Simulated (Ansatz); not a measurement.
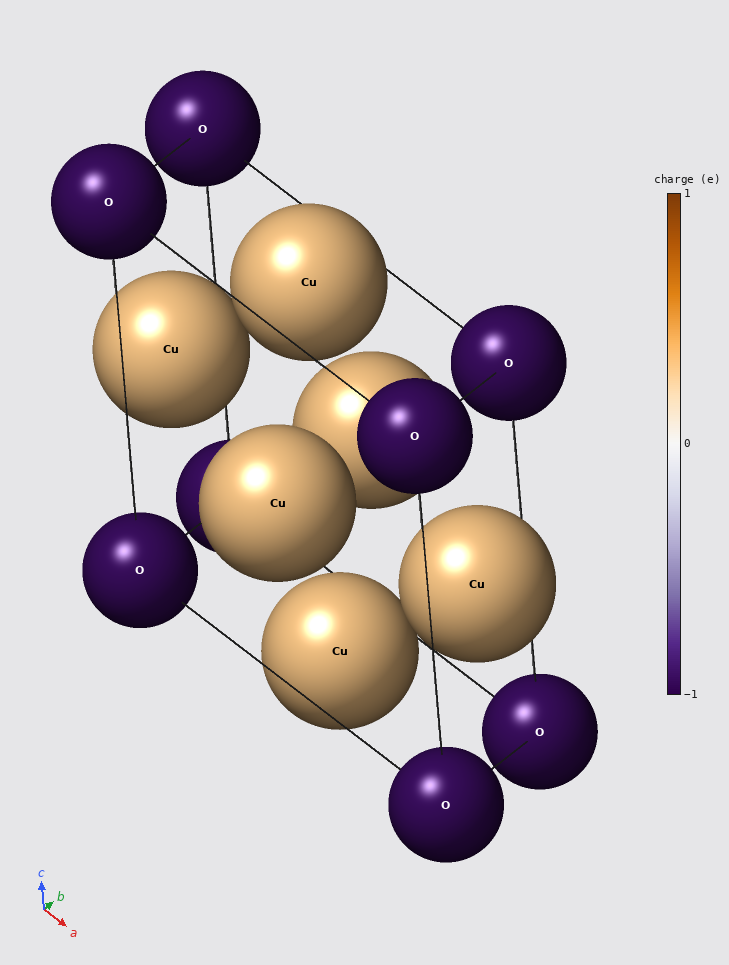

We look at a spheres-only model of the crystal slightly off an axis. Atoms at the boundary of the simulation cell (the box) are drawn once for each face, edge or corner they touch. The atoms of this Cu3O cell are coloured by their Bader charge.

Calculation details: DFT PBE, scalar-relativistic, plane waves, PAW in Ansatz; an energy cutoff of 420 eV, a 14×14×14 grid in reciprocal space, Gaussian smearing of 0.1 eV, no spin polarisation.

### Describe the charge distribution among the elements.

Most positive: Cu; most negative: O. Charges: about Cu +0.3 e; O -0.9 e.

Origin of the cell: a random cell made by a generator, so it need not be a real form of the compound. Earlier steps of the study, as a rule a relaxation of our own, may have changed the cell and positions, so they can lie some per cent off the listed ones. A calculation with Ansatz used it as input.
